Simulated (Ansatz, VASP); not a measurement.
## Te in two plane-wave programs

Wanted: the spread between two codes on one cell, functional and k mesh.

Program: Ansatz 0.2.0. Level of theory: plane waves, with VASP 6.6.1 beside it; zone-centre phonons at PBE. Results are calculated unless marked as measured.

In doubt: the program warns that the response may not be converged on this k-mesh, which bears on the force constants and all frequencies.

### Step 1. Starting point

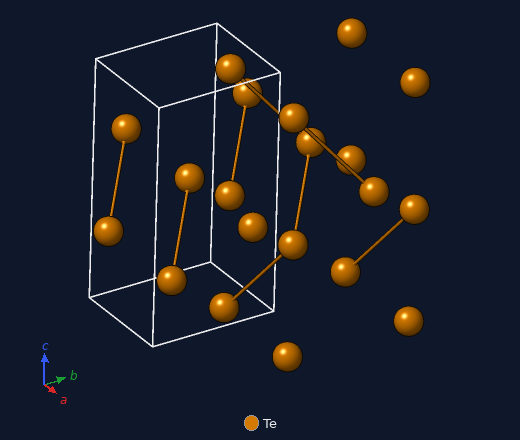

The starting structure, seen slightly off an axis (tellurium orange). 2×2×1 cells are drawn. Bonds to atoms that aren't drawn are left out. Some periodic images of atoms are drawn too.

### Step 2. Ansatz: zone-centre phonons, PBE

Ansatz runs on its default PAW (the set named soft_2) files.

Second derivatives magnify differences that forces hide, and they need a tight electronic threshold.

Input file input.yaml:

```yaml
crystal:
  lattice:
    - [4.5085635967, 0.0, 0.0]
    - [-2.2542817983, 3.9045306092, 0.0]
    - [0.0, 0.0, 5.960389889]
  atoms:
    - { symbol: Te, position: [0.7305097959, 0.7305097959, 0.0] }
    - { symbol: Te, position: [0.0, 0.2694902041, 0.6666666667] }
    - { symbol: Te, position: [0.2694902041, 0.0, 0.3333333333] }
hamiltonian:
  xc: pbe
  pseudopotentials: { kind: paw }
kpoints:
  mp_grid: { grid: [8, 8, 6] }
scf:
  occupations: { method: fixed }
phonons:
  method: dfpt
  qpoints: [[0, 0, 0]]
  dielectric: true
  rigid_motions: translations
```

The run is started by

```bash
$ ansatz run input.yaml --threads 4 --pin off --max-ram 9216MiB --backend cpu --events-out ev --progress --plain --runs-dir out
```

Numbers of over 12 decimals in the logs are rounded to 6 here.

The log of the run:

```text
Engine: ansatz 0.2.0, aarch64-unknown-linux-gnu
Pseudopotentials: kind: paw
Pseudopotential: Te, paw, valence charge 16, recommended cutoff 420 eV (normal), Te.paw.azcp
Functional definition: PBE
  parameter kappa = 0.804
  parameter beta = 0.066725
  exchange = pbe_x(kappa = kappa, mu = beta*pi^2/3)
  correlation = pbe_c(beta = beta)
Crystal: 3 atoms, lattice volume = 104.926 Å³
Basis set: ecut = 420 eV, 2053 PW (Γ), exchange–correlation on 64×64×96 points (8 copies of the dense FFT grid, shifted against one another)
Bands: 29, of which v1, the nominal top of the filled ones, is band 24 counted from 1 (23 counted from 0)
Symmetry: 6 space group operations
k-points: 196 of 384 (irreducible under 1 space group operation, time reversal used)
Non-local potential: Te, projectors of the file, l = 0: 2, l = 1: 2, l = 2: 2, l = 3: 2
PAW form: soft (Blöchl's): semilocal exchange-correlation on the pseudo side does not see the compensation charge
PAW one-centre angular grid: Te, 590 points (default); XC on 64 Gauss nodes
Initial density: superposition of atomic densities (neutral atoms: chi_scale 0, normalization atom), corrected by the library's trained network
Initial wavefunctions: pseudopotential atomic-orbital guess
Functional: x = pbe(κ = 0.804, μ = 0.219515), c = pbe(β = 0.066725)
SCF iter   1: F=—  HF=-20939.876044 eV  |F-HF|=—  |Δ(HF+E_count)|=         —  Δρ=1.19e-3  dr2=9.11e-4  ethr=1.77e-3  ⟨swp⟩=5.0  Hψ=20749  notcnv=0  defer=536
preconditioner: auto → Resta (q_TF=auto, 2.395 Å⁻¹)  ε∞=4.2  [insulator: Δε(μ)=0.481 eV  Ē_g=8.537 eV  n_scr=22 (ndim 8)  ℏωp=15.4 eV  f_vac=0.031  ε∞_Penn≈4.2]
SCF iter   2: F=—  HF=-20939.874128 eV  |F-HF|=—  |Δ(HF+E_count)|=   1.92e-3  Δρ=6.89e-4  dr2=3.07e-4  ethr=1.90e-6  ⟨swp⟩=2.9  Hψ=13230  notcnv=0  defer=588
SCF iter   3: F=—  HF=-20939.874456 eV  |F-HF|=—  |Δ(HF+E_count)|=   3.29e-4  Δρ=3.51e-4  dr2=8.58e-5  ethr=6.40e-7  ⟨swp⟩=3.0  Hψ=10350  notcnv=0  defer=588
SCF iter   4: F=—  HF=-20939.874619 eV  |F-HF|=—  |Δ(HF+E_count)|=   1.63e-4  Δρ=6.47e-5  dr2=3.65e-6  ethr=1.79e-7  ⟨swp⟩=2.0  Hψ=7400  notcnv=0  defer=550
SCF iter   5: F=—  HF=-20939.874620 eV  |F-HF|=—  |Δ(HF+E_count)|=   3.50e-7  Δρ=2.54e-5  dr2=5.44e-7  ethr=7.61e-9  ⟨swp⟩=2.0  Hψ=10192  notcnv=0  defer=362
SCF iter   6: F=—  HF=-20939.874620 eV  |F-HF|=—  |Δ(HF+E_count)|=   1.44e-8  Δρ=6.21e-6  dr2=4.95e-8  ethr=1.13e-9  ⟨swp⟩=2.0  Hψ=10191  notcnv=0  defer=361
SCF iter   7: F=—  HF=-20939.874620 eV  |F-HF|=—  |Δ(HF+E_count)|=   2.16e-8  Δρ=1.09e-6  dr2=1.59e-9  ethr=1.03e-10  ⟨swp⟩=2.0  Hψ=10192  notcnv=0  defer=362
SCF iter   8: F=—  HF=-20939.874620 eV  |F-HF|=—  |Δ(HF+E_count)|=   1.79e-9  Δρ=4.63e-7  dr2=1.73e-10  ethr=3.30e-12  ⟨swp⟩=3.0  Hψ=10192  notcnv=0  defer=362
SCF iter   9: F=-20939.874620 eV  HF=-20939.874620 eV  |F-HF|=2.55e-11  |Δ(HF+E_count)|=  1.82e-11  Δρ=1.12e-7  dr2=1.10e-11  ethr=1.00e-12  ⟨swp⟩=13.8  Hψ=37900  notcnv=0
SCF 1 converged in 9 iterations: F = -20939.874620 eV  dr2 = 1.10e-11
  greatest PAW one-centre occupation: 0.998 electrons in one spin orbital (limit 2), on the Te atom at site 0 (counted from 0), in its partial waves of l = 2
NSCF: frozen V_eff on 2 k-points
DFPT response loops at Γ: preconditioner auto → Resta (q_TF=auto, 2.395 Å⁻¹)  ε∞=11.2 (no band partly filled); β = 1.00, the filter's whole step (`scf.mixing.beta` (0.50) is not read by the response loops at its default; to damp them type it under 1.00, their step now; it binds the ground state too); Broyden in place of MSR1
── the response to a field inside a basis, on 16×16×10 k-points: an SCF that follows is theirs, and a resumed run solves both again ──
Bands: 25, of which v1, the nominal top of the filled ones, is band 24 counted from 1 (23 counted from 0)
k-points: 680
Initial density: handed on by an earlier stage of this run
Initial wavefunctions: pseudopotential atomic-orbital guess (no wavefunctions were taken with the density)
Eigensolver: Dense (680 Hₖ)
SCF iter   1: F=—  HF=-20939.867197 eV  |F-HF|=—  |Δ(HF+E_count)|=         —  Δρ=7.02e-5  dr2=1.52e-6  ethr=1.00e-1
preconditioner: auto → Resta (q_TF=auto, 2.395 Å⁻¹)  ε∞=6.5  [insulator: Δε(μ)=0.213 eV  Ē_g=6.576 eV  n_scr=22 (ndim 8)  ℏωp=15.4 eV  f_vac=0.029  ε∞_Penn≈6.5]
SCF iter   2: F=—  HF=-20939.867200 eV  |F-HF|=—  |Δ(HF+E_count)|=   2.53e-6  Δρ=3.91e-5  dr2=6.02e-7  ethr=3.17e-9
SCF iter   3: F=-20939.867201 eV  HF=-20939.867201 eV  |F-HF|=6.71e-8  |Δ(HF+E_count)|=   1.31e-6  Δρ=7.53e-6  dr2=6.02e-8  ethr=1.25e-9
SCF 1 converged in 3 iterations: F = -20939.867201 eV  dr2 = 6.02e-8
  greatest PAW one-centre occupation: 0.998 electrons in one spin orbital (limit 2), on the Te atom at site 2 (counted from 0), in its partial waves of l = 2
DFPT response loops at Γ: preconditioner auto → Resta (q_TF=auto, 2.395 Å⁻¹)  ε∞=16.8 (no band partly filled); β = 1.00, the filter's whole step (`scf.mixing.beta` (0.50) is not read by the response loops at its default; to damp them type it under 1.00, their step now; it binds the ground state too); Broyden in place of MSR1
WARN: field response: ε∞ stands inside a basis, on 16×16×10 points; the force constants stand on the 8×8×6 k-mesh, whose period is 6.96 times the interband length at k = (0.1250, 0.3750, -0.5000), direct gap 1.324 eV, under 14: take them and everything formed from them as unconverged, and compare with a denser kpoints.mp_grid
SCF converged after 9 iterations
Free energy (F): -20939.874620 eV
Harris-Foulkes:  -20939.874620 eV  (|F-HF|=2.55e-11)
Internal energy: -20939.874620 eV  (E = F + TS)
E sigma→0 (E₀):  -20939.874620 eV
Fermi energy:    8.284553 eV
--- Per-component energies (eV) ---
  E_band       = -816.547550
  E_kinetic    = 539.024903
  E_local      = -3901.556910  (includes V_loc(G=0)·N_el)
  E_nonlocal   = -931.389172
  E_hartree    = 2463.063255
  E_xc         = -371.651390
  E_vxc        = -310.604394  (∫ρ·V_xc dr)
  E_paw        = -13985.885601  (= ΣΔE_a)
  E_vpaw       = -1138.148136  (= ΣTr[D̂ρ^β])
  E_aug_tail   = -0.000543  (compensation charges beyond the density's cutoff)
  E_ewald      = -4751.479161
  E_smearing   = -0.000000  (= −TS)
  E_closure    = 0.000000  (closes the sum)
  Σ components = -20939.874620   (vs F -20939.874620, Δ=0.00e0)
--- Band table (eV; the first three rows and the last of 196) ---
  k-point 0: bands = [... 20 lower, 5.5982, 6.6908, 6.6908, 7.4860, 9.3014, 9.3014, 9.8571, 13.3836, ... 1 higher]
  k-point 1: bands = [... 20 lower, 5.8232, 6.7704, 6.7957, 7.4795, 9.1197, 9.1627, 9.5959, 13.0330, ... 1 higher]
  k-point 2: bands = [... 20 lower, 5.8335, 6.9622, 7.0369, 7.4436, 8.8249, 8.9080, 9.0943, 12.6326, ... 1 higher]
  k-point 195: bands = [... 20 lower, 4.7851, 5.9509, 6.2827, 8.1352, 9.0815, 10.2356, 10.7930, 12.9445, ... 1 higher]
--- Phonons (Γ-DFPT): 2 representative perturbations + reference, on 196 of 384 k-points (Σ response iterations 6) ---
  k mesh reduced under 1 symmetry operation, with k and −k counted as one. Each operation leaves every solved perturbation unchanged. A smaller set is not considered because the run solves the response to a homogeneous field
  ASR residual: 2.155e-4 → 0.000e0 eV/Å²; symmetrization residual: 3.658e-5 eV/Å²
  ASR residual per site (eV/Å²): 2.09e-4 2.09e-4 2.16e-4
  Γ frequencies (cm⁻¹): 0.00 0.00 0.00 81.22 81.22 83.44 106.50 128.48 128.48
  ε∞ (high-frequency dielectric tensor):
       37.369690    -0.000000     0.000000
       -0.000000    37.369690     0.000000
        0.000000     0.000000    57.622260
  ε⁰ (static dielectric tensor: ions relaxed, cell fixed):
       53.828718    -0.000000     0.000000
       -0.000000    53.828718     0.000000
        0.000000    -0.000000    71.938620
  ε⁰ − ε∞ (ionic part):
       16.459027    -0.000000     0.000000
       -0.000000    16.459027    -0.000000
        0.000000    -0.000000    14.316360
  softest optical mode at Γ: 81.22 cm⁻¹; the repairs (sum rule, projections) moved no ω² at Γ by more than (1.08 cm⁻¹)²
  Born effective charges Z* (e; rows j = field, columns β = displacement):
    site 0:
        -1.34266    2.32556    2.11505
         2.32556    1.34266   -1.22113
         2.60390   -1.50336   -0.00000
    site 1:
        -1.34266   -2.32556   -2.11505
        -2.32556    1.34266   -1.22113
        -2.60390   -1.50336   -0.00000
    site 2:
         2.68532   -0.00000    0.00000
        -0.00000   -2.68532    2.44225
         0.00000    3.00672   -0.00000
  Z* charge neutrality: 1.365e-2 e pre-enforcement
  solved inside a basis spanned on kpoints, on 16×16×10 k-points transformed towards the longest dipole: ε∞ is read to err by 2.3e-1, Z* by 5.3e-2 e (field_mesh: kpoints solves on kpoints); Z* is corrected for what the basis lacks
  optical modes at Γ without the LO–TO term, one row a degenerate level:
      ω (cm⁻¹)  modes    IR ((D/Å)²/amu)
         81.22      2            10.4348
         83.44      1             4.9037
        106.50      1             0.0000
        128.48      2             0.6232
  optical modes at Γ + LO–TO along q̂ = [1.0000, 0.0000, 0.0000]:
      ω (cm⁻¹)  modes    IR ((D/Å)²/amu)
         81.22      1             5.2174
         83.44      1             4.9037
[...]
optical modes at Γ + LO–TO along q̂ = [0.0000, 1.0000, 0.0000]:
      ω (cm⁻¹)  modes    IR ((D/Å)²/amu)
[...]
96.80      1             4.9337
        106.50      1             0.0000
        128.48      1             0.3116
        129.39      1             0.5953
  optical modes at Γ + LO–TO along q̂ = [0.0000, 0.0000, 1.0000]:
      ω (cm⁻¹)  modes    IR ((D/Å)²/amu)
         81.22      2            10.4348
         93.23      1             4.9037
        106.50      1             0.0000
        128.48      2             0.6232
--- Phonons (arbitrary-q DFPT): 1 explicit q-point ---
  q = [0, 0, 0] (of the zone-centre solve; hermiticity 7.57e-6, symmetrization 3.78e-6): -0.00 -0.00 -0.00 81.22 81.22 83.44 106.50 128.48 128.48
  sum rule: each row above includes the acoustic sum rule's correction from the zone centre's row sums; it moved no ω² by more than (0.68 cm⁻¹)²
```

Run time: 4.4 min. Hardware: 4 threads of Arm Neoverse V1, shared host; peak memory 4.6 GiB; 17 min of CPU time.

Reading the cycles: dr2 is the Hartree energy of the density residual (eV), the measure of convergence; HF is the Harris–Foulkes estimate of the energy, which meets the free energy F at convergence.

(Continued in part 2 of 3.)

[Lines on the potential files, build, host, timing and source positions are cut from VASP's logs without a mark.]

[Logs are printed without paths, hosts, clocks, repeated set-up lines and the standing remarks that a program may print on its own settings, such as how far it seeks lower states.]

[Hosts, paths, dates, database ids (printed as entryN), source tags and the programs' standing remarks are cut or masked in the printed files.]
